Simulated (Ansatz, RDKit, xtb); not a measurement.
# CH6N2SSi2: which of the isomers drawn lies lowest?

Which of a sample of isomers of CH6N2SSi2 is the most stable in the gas at 298.15 K, and what are its properties? The sample is small against all isomers, and the most stable one of this formula need not be in it.

Plan: many cheap relaxations first (GFN2-xTB), then density-functional screening, relaxation at B3LYP-D3(BJ)/def2-SVP, vibrations (at GFN2-xTB) and a final energy. The numbers are computed, not measured.

### 1 Candidates

Isomers were taken from a list of plausible structures; this is a sample, not all of them. That gives 3 candidates.

```csv
label,SMILES,spin
c440,N#C[Si@@H](S)N[SiH3],singlet
c602,N#C[SiH2]N[SiH2]S,singlet
c871,N#C[SiH2]N([SiH3])S,singlet
```

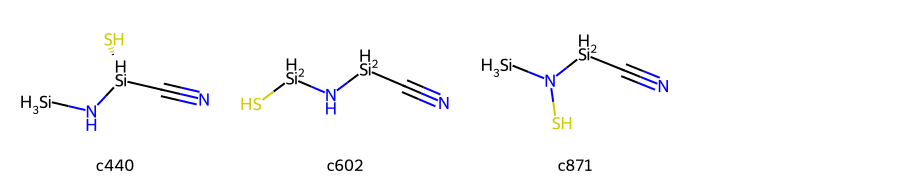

Structural formulas of the candidates.

Candidates are built by distance geometry, with a force field where one applies, in up to four conformers (letters a to d).

### 2 First filter: tight binding

All 12 starts are relaxed the same way. One of them, c871b (taken from a list of positional isomers, embedded by distance geometry and MMFF94), in full:

Contents of start.xyz:

```xyz
12
c871b
C     -0.444171    -1.037719    -0.627771
N     -0.779790    -1.917086    -1.325407
N     -0.892567     1.787836     0.290438
S     -0.263128     3.341818     0.284493
Si     0.100957     0.376080     0.387929
Si    -2.369591     1.388849     1.017725
H      1.487976     0.797159     0.064156
H      0.197952    -0.038015     1.860263
H     -2.235519     1.249585     2.485085
H     -2.941535     0.108557     0.425774
H     -3.360974     2.493571     0.649646
H     -1.274952     4.008536    -0.370896
```

Run with:

```sh
$ xtb start.xyz --gfn 2 --opt
```

Output (excerpt; [...] marks lines left out):

```text
* xtb version 6.7.1
[...]
          :  # basis functions                  48          :
[...]
          :  # electrons                        34          :
[...]
          :  Hamiltonian                  GFN2-xTB          :
[...]
          :  net charge                          0          :
          :  unpaired electrons                  0          :
[...]
   *** convergence criteria satisfied after 14 iterations ***
[...]
   *** GEOMETRY OPTIMIZATION CONVERGED AFTER 29 ITERATIONS ***
[...]
   *** convergence criteria satisfied after 3 iterations ***
[...]
         ::                     SUMMARY                     ::
         :::::::::::::::::::::::::::::::::::::::::::::::::::::
         :: total energy             -17.731859712086 Eh    ::
         :: gradient norm              0.000516251315 Eh/a0 ::
         :: HOMO-LUMO gap              3.182704010646 eV    ::
         ::.................................................::
         :: SCC energy               -17.937348729871 Eh    ::
         :: -> isotropic ES            0.048456954689 Eh    ::
         :: -> anisotropic ES         -0.001998983937 Eh    ::
         :: -> anisotropic XC          0.019388659049 Eh    ::
         :: -> dispersion             -0.011015945775 Eh    ::
         :: repulsion energy           0.205489017785 Eh    ::
         :: add. restraining           0.000000000000 Eh    ::
         :: total charge               0.000000000000 e     ::
         :::::::::::::::::::::::::::::::::::::::::::::::::::::
[...]
        17        2.0000           -0.3767904             -10.2530 (HOMO)
        18                         -0.2598282              -7.0703 (LUMO)
[...]
     #   Z          covCN         q      C6AA      α(0)
     1   6 C        1.790    -0.005    31.350     9.050
     2   7 N        0.911    -0.203    25.404     7.289
     3   7 N        2.550    -0.386    30.008     8.135
     4  16 S        2.380    -0.182   148.756    20.528
     5  14 Si       3.874     0.523    96.194    18.759
     6  14 Si       3.880     0.513    96.420    18.780
     7   1 H        0.919    -0.070     4.625     3.363
     8   1 H        0.918    -0.071     4.654     3.374
     9   1 H        0.919    -0.084     5.019     3.504
    10   1 H        0.920    -0.092     5.292     3.598
    11   1 H        0.918    -0.085     5.058     3.518
    12   1 H        0.922     0.141     1.457     1.888
[...]
     #   Z sym  total        # sym  WBO       # sym  WBO       # sym  WBO
 ---------------------------------------------------------------------------
     1   6 C    3.874 --     2 N    2.937     5 Si   0.838
     2   7 N    3.022 --     1 C    2.937
     3   7 N    3.277 --     4 S    1.144     5 Si   1.004     6 Si   0.930
     4  16 S    2.158 --     3 N    1.144    12 H    0.958
     5  14 Si   3.696 --     3 N    1.004     7 H    0.881     8 H    0.879
                             1 C    0.838
     6  14 Si   3.646 --     3 N    0.930    11 H    0.892     9 H    0.892
                            10 H    0.891
     7   1 H    0.995 --     5 Si   0.881
     8   1 H    0.995 --     5 Si   0.879
     9   1 H    0.993 --     6 Si   0.892
    10   1 H    0.992 --     6 Si   0.891
    11   1 H    0.993 --     6 Si   0.892
[...]
molecular dipole:
                 x           y           z       tot (Debye)
 q only:       -0.017       0.557       0.105
   full:        0.107       0.845       0.183       2.214
molecular quadrupole (traceless):
[...]
          | TOTAL ENERGY              -17.731859712086 Eh   |
          | GRADIENT NORM               0.000516251315 Eh/α |
          | HOMO-LUMO GAP               3.182704010646 eV   |
           -------------------------------------------------
[...]
```

Run time: 0.64 s. Hardware: 2 threads of AMD EPYC (Zen 3), shared host.

### 3 What the search left

12 of the 12 relaxations converged; 2 ended on a minimum already found. 10 distinct structures remain:

```csv
label,start,SMILES after,spin,energy (kcal/mol)
c602c,drawn,N#C[SiH2]N[SiH2]S,singlet,0.0
c602a,drawn,N#C[SiH2]N[SiH2]S,singlet,0.1
c602d,drawn,N#C[SiH2]N[SiH2]S,singlet,0.4
c602b,drawn,N#C[SiH2]N[SiH2]S,singlet,0.4
c440b,drawn,N#C[Si@@H](S)N[SiH3],singlet,2.4
c440a,drawn,N#C[Si@@H](S)N[SiH3],singlet,2.5
c440c,drawn,N#C[Si@@H](S)N[SiH3],singlet,3.1
c440d,drawn,N#C[Si@@H](S)N[SiH3],singlet,3.4
c871b,drawn,N#C[SiH2]N([SiH3])S,singlet,25.2
c871c,drawn,N#C[SiH2]N([SiH3])S,singlet,26.3
```

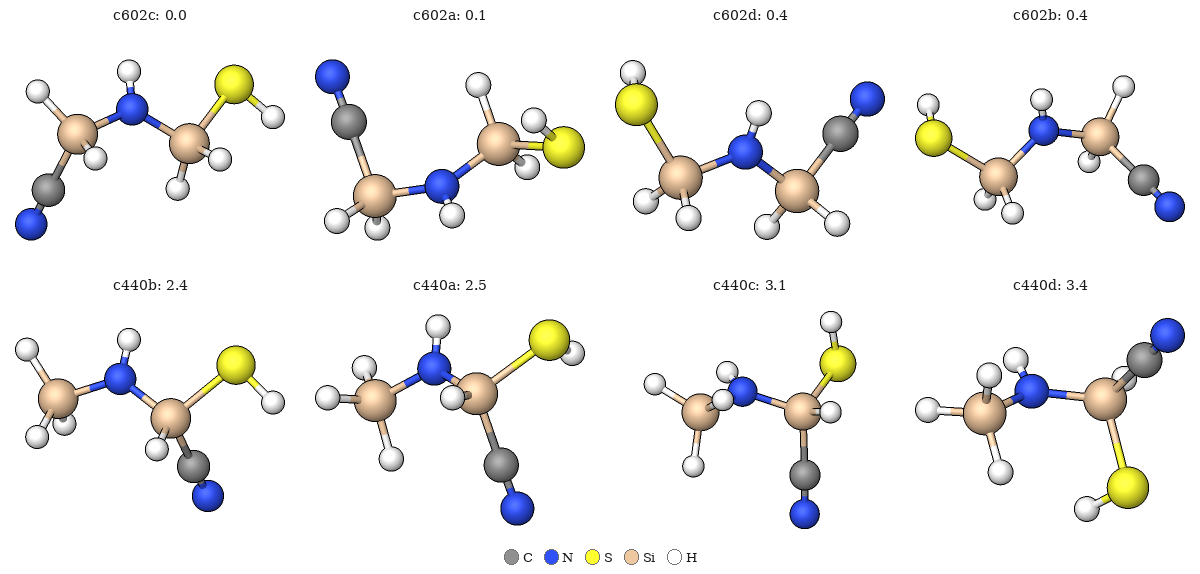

The 8 lowest minima that did not fall apart, with their GFN2-xTB energies in kcal/mol.

### 4 Screening with a density functional

A choice of the minima (the low ones first, few conformers of a pattern, up to a cap) and the lowest that fell apart get a single point at r2SCAN-D4/def2-SVP on the tight-binding geometry, and one at HF/STO-3G for comparison. The lowest singlets are also tried as triplets at the same geometry (label ending in t). Within 40 kcal/mol but not screened, among others: c602d, c602b, c440c, c440d. The first, c602c:

Contents of input.yaml:

```yaml
crystal:
  periodic: [false, false, false]
  atoms:
    - {symbol: C, position_ang: [-0.943120, 1.637291, -1.902484]}
    - {symbol: "N", position_ang: [-1.894213, 1.224162, -2.389219]}
    - {symbol: "N", position_ang: [1.163222, 1.066865, 0.008529]}
    - {symbol: S, position_ang: [1.669227, -1.082866, 2.104055]}
    - {symbol: Si, position_ang: [0.612005, 2.284636, -1.087175]}
    - {symbol: Si, position_ang: [0.318611, 0.410971, 1.361187]}
    - {symbol: H, position_ang: [1.634149, 2.464844, -2.111893]}
    - {symbol: H, position_ang: [0.216619, 3.481146, -0.346272]}
    - {symbol: H, position_ang: [2.040152, 0.623769, -0.213362]}
    - {symbol: H, position_ang: [0.131477, 1.435834, 2.383296]}
    - {symbol: H, position_ang: [-0.931341, -0.232428, 0.978165]}
    - {symbol: H, position_ang: [0.854152, -1.563106, 3.026950]}
basis:
  gaussian:
    orbitals: def2-SVP
hamiltonian:
  xc: {name: r2SCAN}
  dispersion: d4
scf:
  lower_state_search: "off"
output: {orbitals: {seedname: orbitals}}
```

Run with:

```sh
$ ansatz run input.yaml --threads 2 --pin off --max-ram 5220MiB --events-out events.jsonl --progress --plain --runs-dir runs
```

Output (excerpt; [...] marks lines left out):

```text
Warning: RAYON_NUM_THREADS=2 ignored (pool sized by the plan → 2); use --threads N
Functional definition: r2SCAN
  name "r2SCAN"
[...]
1447 factors; their error is unknown
[...]
mean field -30690.80748687 eV, -1127.8663721660 hartree, gradient 3.1e-6 eV, S^2 0.000000; 0 other end points of the search recorded, 0 dependent functions left out
reference -30690.80749752 eV, -1127.8663725572 hartree; 35, 35 occupied and 91, 91 virtual orbitals, 1447 factors
Total energy: -30690.89393105 eV, -1127.8695489308 hartree
Checks for a lower state left out: stability, starts, cluster_reference, orbital_swaps, neighbouring_geometries, increment
```

Run time: 5.4 s. Hardware: 2 threads of AMD EPYC (Zen 3), shared host.

Relative energies in kcal/mol, each column from its lowest structure that stays in one piece:

```csv
label,SMILES,spin,GFN2-xTB,HF/STO-3G,r2SCAN-D4/def2-SVP
c440a,N#C[Si@@H](S)N[SiH3],singlet,2.5,0.0,0.0
c602a,N#C[SiH2]N[SiH2]S,singlet,0.1,0.1,0.4
c440b,N#C[Si@@H](S)N[SiH3],singlet,2.4,0.0,1.0
c602c,N#C[SiH2]N[SiH2]S,singlet,0.0,0.5,2.2
c871c,N#C[SiH2]N([SiH3])S,singlet,26.3,27.4,40.0
c871b,N#C[SiH2]N([SiH3])S,singlet,25.2,29.2,40.6
c440at,N#C[Si@@H](S)N[SiH3],triplet,–,–,125.4
c602at,N#C[SiH2]N[SiH2]S,triplet,–,–,126.5
```

Measured from c440a, GFN2-xTB misplaces c871b by 18 kcal/mol against r2SCAN-D4/def2-SVP, so minima dropped on its energies alone could hide the lowest isomer.

### 5 Relaxing the best candidates

3 candidates are relaxed at B3LYP-D3(BJ)/def2-SVP (chosen among the lowest in one piece, one conformer a pattern). The first, c440a:

Contents of input.yaml:

```yaml
crystal:
  periodic: [false, false, false]
  atoms:
    - {symbol: C, position_ang: [-2.860163, -0.001612, 1.917456]}
    - {symbol: "N", position_ang: [-3.794703, 0.273677, 2.518907]}
    - {symbol: "N", position_ang: [-1.080620, 0.770576, -0.209942]}
    - {symbol: S, position_ang: [-1.803107, -2.304795, -0.125546]}
    - {symbol: Si, position_ang: [-1.349542, -0.484417, 0.930418]}
    - {symbol: Si, position_ang: [-0.901908, 2.484425, 0.085313]}
    - {symbol: H, position_ang: [-0.269415, -0.811480, 1.848649]}
    - {symbol: H, position_ang: [-2.969688, -1.909976, -0.615331]}
    - {symbol: H, position_ang: [-0.767419, 0.462175, -1.117544]}
    - {symbol: H, position_ang: [-1.971432, 2.845852, 1.007325]}
    - {symbol: H, position_ang: [0.411296, 2.742288, 0.682034]}
    - {symbol: H, position_ang: [-1.021817, 3.099283, -1.234141]}
basis:
  gaussian:
    orbitals: def2-SVP
hamiltonian:
  xc: {name: B3LYP}
  dispersion: d3bj
scf:
  lower_state_search: "off"
relax:
  f_tol: 0.006
```

Run with:

```sh
$ ansatz run input.yaml --threads 2 --pin off --max-ram 5220MiB --events-out events.jsonl --progress --plain --runs-dir runs
```

Output (excerpt; [...] marks lines left out):

```text
Warning: RAYON_NUM_THREADS=2 ignored (pool sized by the plan → 2); use --threads N
[...]
Functional definition: B3LYP
  name "B3LYP"
[...]
1333 factors; integrals over basis functions are off by at most 4.9e-4 eV
[...]
mean field -30696.89203159 eV, -1128.0899750602 hartree, gradient 2.8e-6 eV, S^2 0.000000; 0 other end points of the search recorded, 0 dependent functions left out
[...]
reference -30696.89233229 eV, -1128.0899861107 hartree; 35, 35 occupied and 91, 91 virtual orbitals, 1333 factors
relax step   1: F+E_penalty+E_count = -30697.54663431 eV  Δ(F+E_penalty+E_count) = +0.000e0 eV  max|allowed force component| = 1.883e0 eV/Å  Δτ_max = 0.0000 Å  (16 SCF iters, accepted)
[...]
relax step   5: F+E_penalty+E_count = -30697.67655235 eV  Δ(F+E_penalty+E_count) = -3.054e-3 eV  max|allowed force component| = 1.526e-1 eV/Å  Δτ_max = 0.0344 Å  (21 SCF iters, accepted)
[...]
Atom 3 at    -2.078743    -2.274605    -0.206815 Å, force     0.000229    -0.000692     0.000124 eV/Å
Atom 4 at    -1.369716    -0.613970     0.949276 Å, force     0.001959     0.001164     0.001437 eV/Å
Atom 5 at    -1.017794     2.427358     0.031928 Å, force    -0.000540     0.005975     0.000871 eV/Å
Atom 6 at    -0.380821    -1.216996     1.875731 Å, force    -0.000905    -0.000286    -0.000803 eV/Å
Atom 7 at    -2.944002    -1.530547    -0.935988 Å, force    -0.000118     0.000154    -0.000725 eV/Å
Atom 8 at    -0.173754     0.365393    -0.773991 Å, force     0.000226    -0.001720     0.000066 eV/Å
Atom 9 at    -2.082407     2.714665     1.024040 Å, force     0.000512    -0.000178     0.000136 eV/Å
Atom 10 at     0.243816     3.118579     0.430540 Å, force    -0.001288    -0.001163    -0.000887 eV/Å
Atom 11 at    -1.409232     2.931052    -1.316362 Å, force     0.000133    -0.000441     0.000842 eV/Å
Dipole moment:     0.513402     0.022134    -0.565661 e Å
Checks for a lower state left out: stability, starts, cluster_reference, orbital_swaps, neighbouring_geometries, increment
```

Run time: 2.2 min. Hardware: 2 threads of AMD EPYC (Zen 3), shared host.

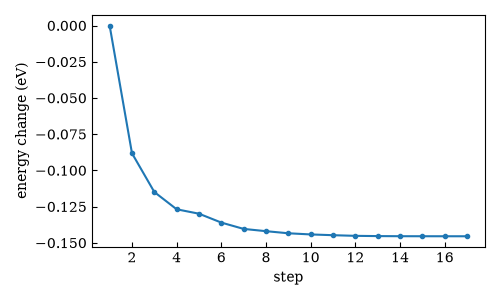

Energy along the run, all evaluated steps.

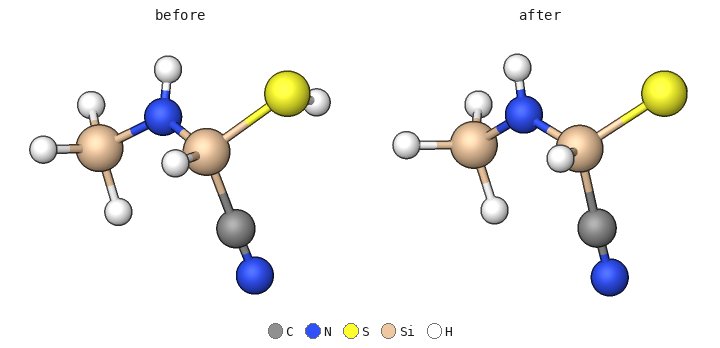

Before and after, at one scale.

After the run. Bond lengths: C1–N2 1.161 Å, C1–Si5 1.863 Å, N3–Si5 1.724 Å, S4–Si5 2.144 Å, N3–Si6 1.759 Å, Si5–H7 1.483 Å, S4–H8 1.354 Å, N3–H9 1.021 Å, Si6–H10 1.483 Å, Si6–H11 1.493 Å, Si6–H12 1.492 Å. Some angles: N2–C1–Si5 178.0°, C1–Si5–N3 106.4°, C1–Si5–S4 110.4°, N3–Si5–S4 112.6°, Si5–N3–Si6 133.1°, C1–Si5–H7 107.0°, N3–Si5–H7 116.3°, S4–Si5–H7 104.0°, Si5–N3–H9 112.5°, Si6–N3–H9 114.3°.

(Part 1 of 2 ends here.)
